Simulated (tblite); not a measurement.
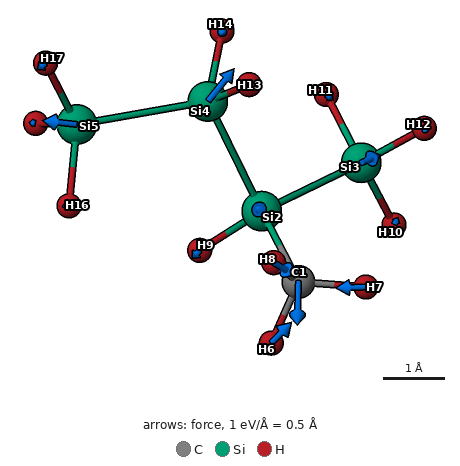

Starting geometry of CH₁₂Si₄ with the computed forces as blue arrows. Style: ball-and-stick. Shown from a free direction.

These are results of GFN2-xTB geometry optimisation, gas phase in tblite, not measurements. 

> Is this structure relaxed? If not, where do the atoms go?

It isn't relaxed: the largest force vector, on the C atom, is 1.95 eV/Å. The final displacements follow the starting forces only in part (cosine between the two patterns 0.32). After 105 geometry steps the energy has fallen by 14.1 kcal/mol. The atom that moves furthest after the best rigid fit is an H atom (0.98 Å). By element the largest moves are H 0.98 Å, Si 0.33 Å, C 0.08 Å. Among the contacts that change: Si–Si 2.212 → 2.315 Å, Si–Si 2.245 → 2.334 Å, C–Si 1.848 → 1.910 Å, C–H 1.116 → 1.087 Å. Among the angles between lasting bonds that change: Si–Si–Si 104.9° → 119.2°, Si–Si–Si 107.9° → 116.5°, Si–Si–H 107.9° → 115.4°. Groups turn about C–Si by about 50°.
